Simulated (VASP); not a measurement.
Consider the following.

```yaml
crystal:
  lattice:
    - [2.93546, 0.00000, 0.00000]
    - [0.00000, 2.93546, 0.00000]
    - [0.00000, 0.00000, 2.93546]
  atoms:
    - { symbol: Ti, position: [0.00000, 0.00000, 0.00000] }
    - { symbol: Co, position: [0.50000, 0.50000, 0.50000] }
```

The numbers are results of PBE GGA with D3 dispersion (zero damping), VASP's PBE PAW potentials (set 64) (plane waves; VASP), not measurements. Numerical set-up: 520 eV cut-off, 14×14×14 Γ-centred mesh, tetrahedra with Blöchl corrections, potentials Ti_sv Co.

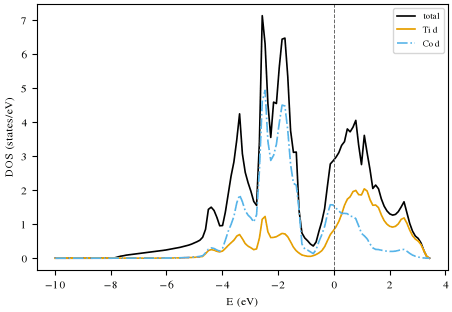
Figure. Total and projected density of states, zero at the Fermi level

Within 2 eV below the Fermi level the largest weight inside VASP's projection spheres is Co d, then Ti d.

It has no gap at this level: it comes out as a metal or semimetal.

The compound is TiCo in the CsCl type structure. It was relaxed first, which changed the volume by -5 %. The run is not spin-polarised, so no magnetic state was tried. The electron count is odd and the run is not spin-polarised, which forces a metal.
